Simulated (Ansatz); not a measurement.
**Li···Li···Li···Na (triplet): density, localisation and related maps**

```
atom    x (Å)    y (Å)    z (Å)
  Li   0.6777  -0.7902   1.2283
  Li  -0.8138   0.7552  -1.1662
  Li  -2.2301  -0.5857   1.0110
  Na   2.3661   0.6207  -1.0732
```

Geometry: PBE/def2-TZVP.

Theory: UKS PBE0/def2-TZVP (Ansatz).

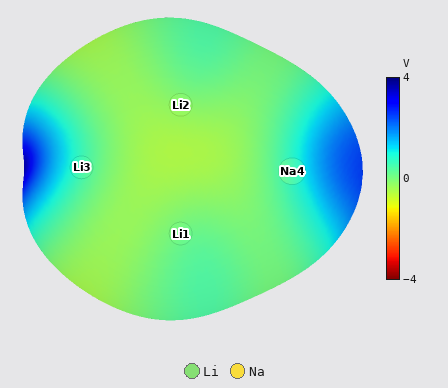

Figure 1. The electrostatic potential painted on the density surface at 0.001 e/bohr³, seen at a tilt; red is negative and blue positive.

> Which sites attract a positive test charge, and which a negative one?

A positive charge is drawn to the negative regions and a negative charge to the positive ones. The most negative region (about −0.5 V, or −12 kcal/mol for a unit charge) lies over the gap between the two molecules, near Li1 and Li2, the most positive (about +3.3 V, or +76 kcal/mol for a unit charge) over Li3.

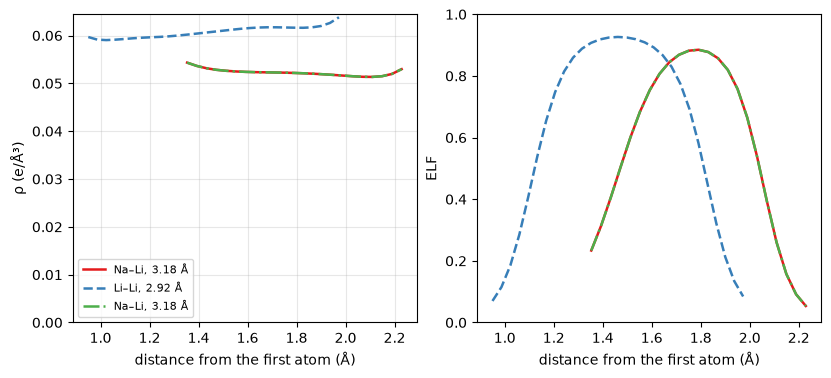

Figure 2. Total electron density and electron localisation function along straight lines between neighbouring atoms. The curves leave out the atomic cores.

> Compare the contacts.

Na4···Li1 (3.18 Å): the density falls to about 0.05 e/Å³ on the way; the ELF peaks at about 0.90 between the atoms.
Li–Li (2.92 Å): ρ at the midpoint is about 0.06 e/Å³; the ELF peaks at about 0.95 between the atoms.
Na–Li (3.18 Å): ρ is about 0.05 e/Å³ halfway; the ELF peaks at about 0.90 between the atoms.

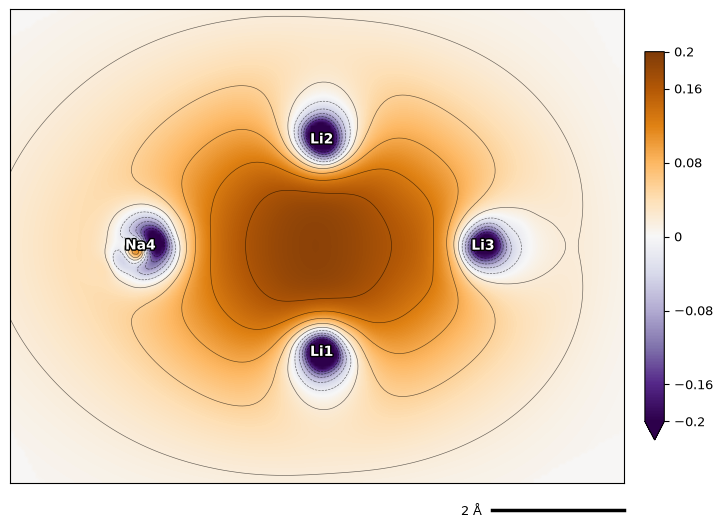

Figure 3. One frontier orbital on the molecular plane (values in Å⁻³ᐟ²; the overall sign is arbitrary).

> Which orbital is it: HOMO (β) or LUMO (β)?

The HOMO (β), at −4.48 eV. By Hirshfeld shares it lies mainly on Li1 (about 30 %), Li2 (about 30 %), Na4 (about 20 %) and Li3 (about 20 %); it is symmetric in the molecular plane (an in-plane orbital: σ, lone-pair or in-plane π type).
